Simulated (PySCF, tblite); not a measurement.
# C₅H₁₁NSi: dynamics, then NMR shifts on frames

How do NMR shifts of C₅H₁₁NSi (`C/C=C(C)\C=N/[SiH3]`) change as the atoms move?

Computed with tblite 0.8.0 and PySCF 2.14.0, with density-fitted response routines of our own, on a single molecule in the gas phase. Atoms are numbered from 0 throughout.

## 1. The starting structure

18 atoms, charge 0, multiplicity 1; geometry from: GFN2-xTB.

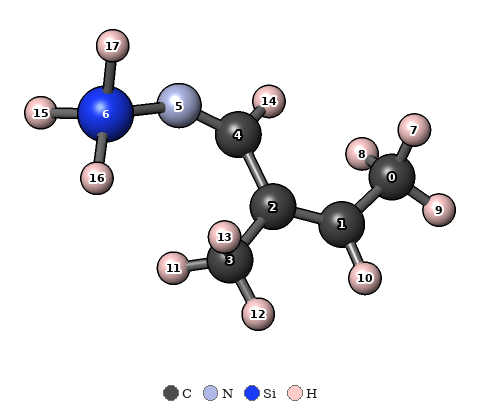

The starting geometry (carbon dark grey, nitrogen light blue, silicon blue, hydrogen pink), atoms numbered.

## 2. A short Langevin run with GFN2-xTB

What the job is given:

```
{"job": {"kind": "md", "xc": "GFN2-xTB", "basis": "xTB", "temperature": 300, "steps": 2000, "every": 50, "frames": 5}, "charge": 0, "multiplicity": 1}
C     -2.629115    -1.170179    -0.148433
C     -1.834928     0.068712    -0.407085
C     -0.511116     0.228183    -0.261484
C      0.139169     1.548703    -0.537364
C      0.337034    -0.875589     0.178591
N      1.550082    -0.872150     0.501657
Si     2.953413     0.060776     0.732584
H     -2.692506    -1.367982     0.922204
H     -2.178664    -2.041418    -0.620449
H     -3.640103    -1.055932    -0.530770
H     -2.415460     0.927566    -0.721209
H      0.983075     1.418142    -1.212010
H     -0.567962     2.244031    -0.983069
H      0.517864     1.978762     0.388325
H     -0.170174    -1.843093     0.232376
H      3.884342    -0.540298    -0.221612
H      2.981125     1.521860     0.547929
H      3.285166    -0.223778     2.128160
```

With the program's defaults for keys left out, this is: GFN2-xTB Langevin dynamics, gas phase.

Command:

```console
$ OMP_NUM_THREADS=1 python probes_run.py task.json out
```

One launch serves the whole session: the jobs run in the order shown.

What it wrote:

```text
t/fs     T/K      E/eV
    0.0   254.5   -569.90081
   25.0   189.3   -569.63767
   50.0   202.1   -569.65975
   75.0   136.4   -569.46344
  100.0   225.8   -569.40726
  125.0   228.7   -569.24433
  150.0   277.6   -569.44813
  175.0   251.6   -569.43344
  200.0   280.8   -569.39621
  225.0   249.1   -569.25895
  250.0   381.4   -569.48520
  275.0   344.3   -569.24758
  300.0   304.6   -569.12714
  325.0   338.4   -569.22410
  350.0   331.6   -569.41128
  375.0   284.3   -569.33814
  400.0   278.2   -569.25860
  425.0   328.4   -569.32188
  450.0   210.2   -569.39584
  475.0   269.1   -569.44633
  500.0   340.2   -569.41802
  525.0   274.2   -569.30914
  550.0   306.5   -569.41551
  575.0   233.6   -569.20244
  600.0   324.9   -569.33050
  625.0   233.6   -568.89842
  650.0   411.7   -569.33734
  675.0   333.7   -569.25355
  700.0   326.9   -569.14325
  725.0   331.3   -569.22991
  750.0   243.1   -569.26413
  775.0   279.9   -569.30041
  800.0   222.1   -569.26606
  825.0   300.8   -569.37741
  850.0   253.4   -569.28311
  875.0   313.4   -569.15386
  900.0   314.8   -569.29481
  925.0   261.4   -569.19711
  950.0   256.1   -569.13628
  975.0   284.0   -569.29621
 1000.0   213.3   -569.38864
```

Run time: 23 s. Hardware: 1 thread of Arm Neoverse N1, shared host; peak memory 0.18 GiB.

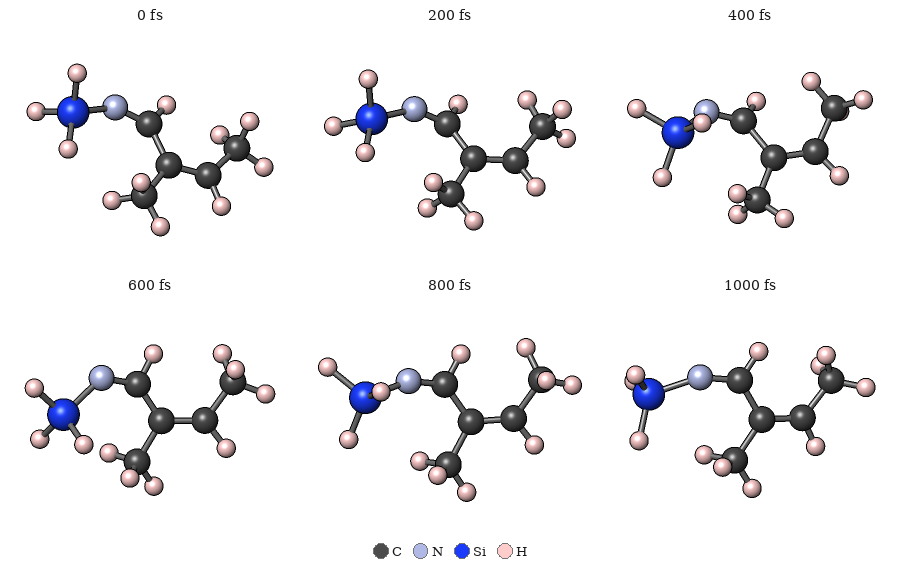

Frames of the run.

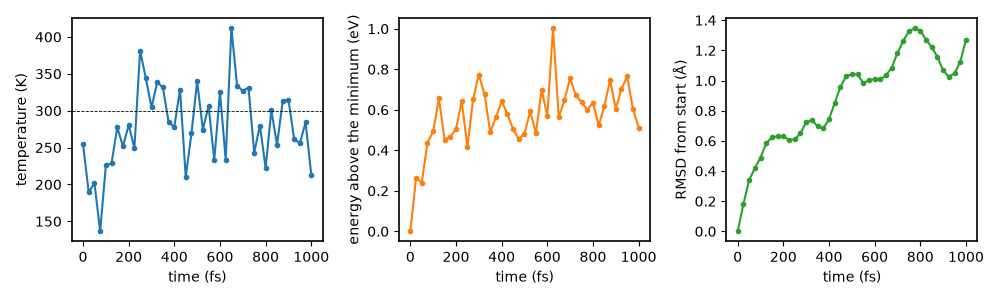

Temperature, potential energy and distance from the start.

Positions (Å) and forces (eV/Å) at 1000 fs:

```xyz
18

C    -2.156   -1.882    0.929    0.176   -0.144    0.453
C    -1.559   -0.880    0.014   -0.109    0.064    0.083
C    -0.296   -0.473   -0.110    0.741    0.333   -0.353
C     0.188    0.438   -1.231   -0.604   -1.306   -0.437
C     0.744   -1.000    0.771    0.172    0.171   -1.199
N     1.978   -0.849    0.607   -0.206   -0.636    0.444
Si    3.344   -0.471   -0.302   -0.314   -0.354   -0.958
H    -1.883   -2.843    0.501   -0.724   -0.348   -0.179
H    -3.229   -1.744    1.149    0.515   -0.195   -0.690
H    -1.679   -1.913    1.886    0.402    0.275    0.758
H    -2.243   -0.546   -0.712   -0.777    0.511   -0.831
H     1.028   -0.019   -1.781   -0.751   -0.361   -0.048
H    -0.618    0.755   -1.912    0.328   -0.348    0.295
H     0.663    1.280   -0.845    0.415    1.622    0.975
H     0.395   -1.704    1.503   -0.024   -0.111    0.661
H     4.111    0.001    0.807    0.786    0.065    0.356
H     3.625   -1.744   -1.133   -0.100    0.873    0.750
H     3.294    0.650   -1.269    0.074   -0.110   -0.080
```

## 3. Shielding tensors: 250 fs, PBE0/pcSseg-1

What the job is given:

```
{"job": {"kind": "nmr", "xc": "PBE0", "basis": "pcSseg-1", "pop": false}, "charge": 0, "multiplicity": 1}
C     -2.475000    -1.611400     0.600200
C     -1.965200    -0.341100     0.040700
C     -0.644900    -0.084300    -0.127700
C     -0.313700     1.270000    -0.693900
C      0.328600    -1.100000     0.021900
N      1.554000    -1.054700     0.080800
Si     2.906400     0.000400     0.303500
H     -1.814600    -2.433500     0.730200
H     -3.354000    -1.954100     0.051900
H     -2.873900    -1.459600     1.602700
H     -2.695500     0.456300    -0.139200
H      0.212900     1.060600    -1.637900
H     -1.155600     1.898700    -0.902800
H      0.413000     1.752800    -0.089400
H     -0.031400    -2.097900     0.028000
H      3.992900    -0.597000    -0.519400
H      3.003000     1.467700     0.084700
H      3.036300    -0.196600     1.749500
```

Level: GIAO PBE0/pcSseg-1 NMR shielding, non-relativistic, gas phase.

What it wrote:

```text
coarse grid: 14936 points
cycle   1  E = -540.7741773338  dE =  8.247e-01  |g| = 4.879e-01  |ddm| = 3.834e+00
cycle   2  E = -540.7070893509  dE =  6.709e-02  |g| = 7.315e-01  |ddm| = 1.399e+00
cycle   3  E = -540.8279722496  dE = -1.209e-01  |g| = 1.581e-01  |ddm| = 9.967e-01
cycle   4  E = -540.8337617553  dE = -5.790e-03  |g| = 3.469e-02  |ddm| = 1.834e-01
cycle   5  E = -540.8340640178  dE = -3.023e-04  |g| = 1.111e-02  |ddm| = 5.489e-02
cycle   6  E = -540.8340908128  dE = -2.680e-05  |g| = 5.091e-03  |ddm| = 1.328e-02
cycle   7  E = -540.8340970353  dE = -6.222e-06  |g| = 8.443e-04  |ddm| = 5.068e-03
final grid: 138056 points
cycle   8  E = -540.8731314768  dE = -3.543e-05  |g| = 7.847e-03  |ddm| = 3.380e-02
cycle   9  E = -540.8731278588  dE =  3.618e-06  |g| = 8.644e-03  |ddm| = 1.756e-02
cycle  10  E = -540.8731477383  dE = -1.988e-05  |g| = 7.945e-04  |ddm| = 9.758e-03
cycle  11  E = -540.8731478698  dE = -1.315e-07  |g| = 3.437e-04  |ddm| = 1.073e-03
cycle  12  E = -540.8731478994  dE = -2.954e-08  |g| = 8.653e-05  |ddm| = 4.102e-04
cycle  13  E = -540.8731479011  dE = -1.696e-09  |g| = 3.582e-05  |ddm| = 1.346e-04
cycle  14  E = -540.8731479013  dE = -2.519e-10  |g| = 1.103e-05  |ddm| = 3.606e-05
converged SCF energy = -540.8731479013

GIAO shielding tensors (ppm)
atom      isotropic    diamagn.    paramagn.     s11        s22        s33       span
  0 C      173.673     244.257     -70.584    154.289    175.274    191.456     37.166
  1 C       30.580     254.874    -224.294    -93.794     48.689    136.844    230.639
  2 C       45.062     261.294    -216.231    -69.590     49.278    155.498    225.088
  3 C      165.698     249.028     -83.330    150.683    161.901    184.509     33.826
  4 C       24.422     249.698    -225.276    -64.054      5.815    131.505    195.558
  5 N      -87.270     329.704    -416.974   -444.099   -105.726    288.016    732.115
  6 Si     421.401     880.053    -458.652    361.966    407.582    494.657    132.691
  7 H       29.479      30.987      -1.507     24.736     29.529     34.172      9.436
  8 H       30.203      26.345       3.858     25.999     27.694     36.914     10.915
  9 H       30.123      27.479       2.643     26.119     27.468     36.780     10.660
 10 H       24.562      32.803      -8.241     21.254     22.699     29.734      8.480
 11 H       29.875      31.135      -1.260     26.626     28.073     34.925      8.299
 12 H       30.353      32.125      -1.772     26.514     29.658     34.887      8.373
 13 H       30.246      32.942      -2.696     25.663     29.422     35.654      9.992
 14 H       22.701      32.835     -10.134     18.220     22.387     27.496      9.275
 15 H       26.085      28.515      -2.430     22.989     25.189     30.077      7.088
 16 H       26.273      29.619      -3.346     22.616     25.870     30.332      7.716
 17 H       26.634      29.547      -2.913     23.730     25.707     30.464      6.734
```

Wall time 47 s (1 thread of Arm Neoverse N1, shared host); peak memory 0.82 GiB.

Shifts follow as δ = σ(reference) − σ, with reference shieldings (ppm) from runs at the same level and on the same kind of geometry: ¹H TMS 31.72, ¹³C TMS 186.9, ²⁹Si TMS 349.2, ¹⁵N NH3 267.7. The references are single molecules in the gas phase, so shifts against H2O, NH3, PH3, H3PO4 or CFCl3 are not on the usual liquid scales and can be off by tens of ppm. Each atom is listed at this fixed geometry, with no averaging over motion; a spectrum would average atoms that exchange fast.

| atoms | environment | σ (ppm) | δ (ppm) |
| --- | --- | --- | --- |
| C4 | C=N carbon | 24.4 | 162.5 |
| C1 | alkene CH | 30.6 | 156.3 |
| C2 | fully substituted alkene carbon | 45.1 | 141.9 |
| C3 | allylic methyl carbon | 165.7 | 21.2 |
| C0 | allylic methyl carbon | 173.7 | 13.3 |
| H14 | hydrogen on a C=N carbon | 22.70 | 9.02 |
| H10 | hydrogen on an alkene CH | 24.56 | 7.15 |
| H15 | hydrogen on a silicon bonded to N | 26.09 | 5.63 |
| H16 | hydrogen on a silicon bonded to N | 26.27 | 5.44 |
| H17 | hydrogen on a silicon bonded to N | 26.63 | 5.08 |
| H7 | hydrogen on an allylic methyl carbon | 29.48 | 2.24 |
| H11 | hydrogen on an allylic methyl carbon | 29.87 | 1.84 |
| H9 | hydrogen on an allylic methyl carbon | 30.12 | 1.59 |
| H8 | hydrogen on an allylic methyl carbon | 30.20 | 1.51 |
| H13 | hydrogen on an allylic methyl carbon | 30.25 | 1.47 |
| H12 | hydrogen on an allylic methyl carbon | 30.35 | 1.36 |
| N5 | imine nitrogen | -87.3 | 355.0 |
| Si6 | silicon bonded to N, 3 H | 421.4 | -72.2 |

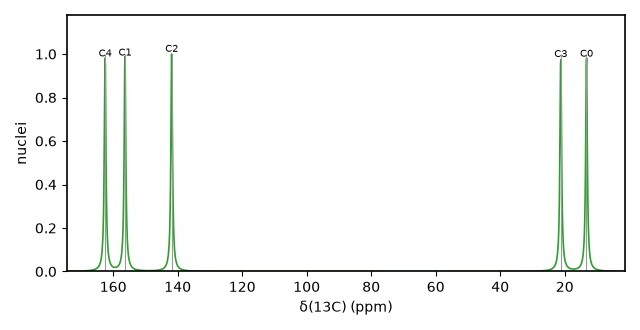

¹³C lines at the computed shifts, without couplings. Lines are broadened to a width of 0.60 ppm (Lorentzian).

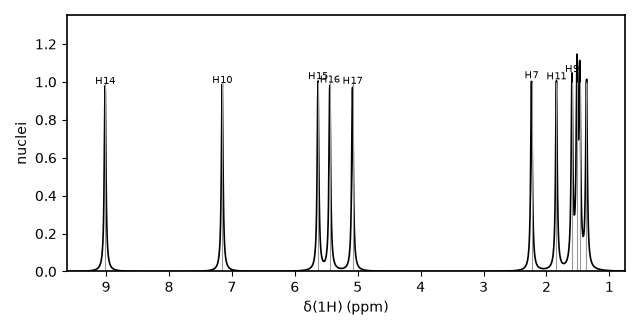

¹H lines at the computed shifts, without couplings. Lines are broadened to a width of 0.03 ppm (Lorentzian).

## 4. Shielding tensors: 425 fs, PBE0/pcSseg-1

What the job is given:

```
{"job": {"kind": "nmr", "xc": "PBE0", "basis": "pcSseg-1", "pop": false}, "charge": 0, "multiplicity": 1}
C     -1.901600    -2.032900     1.004800
C     -1.552200    -0.854200     0.209700
C     -0.340400    -0.404400    -0.086000
C     -0.145500     0.774200    -0.961500
C      0.804300    -1.320600     0.048800
N      1.997700    -1.007200     0.190000
Si     3.062300     0.271000     0.391900
H     -1.003300    -2.504600     1.391500
H     -2.395600    -2.729100     0.357000
H     -2.537600    -1.674000     1.856400
H     -2.436200    -0.338800    -0.112600
H     -0.201300     0.422900    -2.002000
H     -0.870500     1.570900    -0.580400
H      0.835300     1.264000    -0.835900
H      0.508800    -2.380500     0.067000
H      4.308600    -0.360300     0.782400
H      3.136000     1.100000    -0.791500
H      2.506600     1.270900     1.382600
```

With the program's defaults for keys left out, this is: GIAO PBE0/pcSseg-1 NMR shielding, non-relativistic, gas phase.

What it wrote:

```text
coarse grid: 14936 points
cycle   1  E = -540.7633953084  dE =  8.163e-01  |g| = 5.087e-01  |ddm| = 3.811e+00
cycle   2  E = -540.6984786181  dE =  6.492e-02  |g| = 7.505e-01  |ddm| = 1.411e+00
cycle   3  E = -540.8219633880  dE = -1.235e-01  |g| = 1.436e-01  |ddm| = 9.693e-01
cycle   4  E = -540.8267508833  dE = -4.787e-03  |g| = 3.271e-02  |ddm| = 1.721e-01
cycle   5  E = -540.8270290259  dE = -2.781e-04  |g| = 6.456e-03  |ddm| = 4.832e-02
cycle   6  E = -540.8270357313  dE = -6.705e-06  |g| = 4.037e-03  |ddm| = 9.205e-03
cycle   7  E = -540.8270397590  dE = -4.028e-06  |g| = 6.007e-04  |ddm| = 3.868e-03
final grid: 138056 points
cycle   8  E = -540.8666148287  dE = -3.386e-05  |g| = 7.201e-03  |ddm| = 3.858e-02
cycle   9  E = -540.8666124384  dE =  2.390e-06  |g| = 7.836e-03  |ddm| = 1.663e-02
cycle  10  E = -540.8666284798  dE = -1.604e-05  |g| = 5.663e-04  |ddm| = 8.773e-03
cycle  11  E = -540.8666285297  dE = -4.990e-08  |g| = 3.225e-04  |ddm| = 8.271e-04
cycle  12  E = -540.8666285557  dE = -2.602e-08  |g| = 5.719e-05  |ddm| = 3.801e-04
cycle  13  E = -540.8666285564  dE = -7.083e-10  |g| = 2.450e-05  |ddm| = 9.409e-05
converged SCF energy = -540.8666285564

GIAO shielding tensors (ppm)
atom      isotropic    diamagn.    paramagn.     s11        s22        s33       span
  0 C      167.200     251.393     -84.193    151.627    170.750    179.223     27.597
  1 C       39.208     257.364    -218.156    -77.362     43.041    151.943    229.305
  2 C       46.977     260.547    -213.570    -49.729     45.381    145.280    195.008
  3 C      165.318     249.353     -84.035    153.871    157.325    184.758     30.887
  4 C        8.854     252.841    -243.987    -84.889     -8.081    119.532    204.421
  5 N     -103.495     330.523    -434.018   -527.593   -111.158    328.266    855.859
  6 Si     430.913     881.873    -450.960    380.050    421.428    491.259    111.209
  7 H       29.034      31.510      -2.476     24.484     29.401     33.215      8.731
  8 H       30.095      28.657       1.438     26.383     27.772     36.131      9.749
  9 H       28.861      27.586       1.275     24.896     26.887     34.801      9.905
 10 H       25.343      34.966      -9.624     21.926     23.553     30.549      8.622
 11 H       29.379      30.636      -1.258     24.839     28.030     35.268     10.429
 12 H       28.411      30.504      -2.093     24.478     27.743     33.012      8.534
 13 H       29.193      33.409      -4.216     24.341     28.236     35.001     10.659
 14 H       21.986      31.184      -9.198     18.711     22.155     25.094      6.384
 15 H       26.110      29.229      -3.119     22.400     25.335     30.596      8.196
 16 H       26.409      31.156      -4.747     22.980     26.733     29.515      6.534
 17 H       26.060      30.576      -4.515     22.871     25.811     29.499      6.628
```

It took 44 s on 1 thread of Arm Neoverse N1, shared host; peak memory 0.84 GiB.

Key values: δ C4 178.1, C1 147.7, C2 139.9, C3 21.6, H14 9.73, H10 6.37 ppm.

(Part 1 of 2 ends here.)
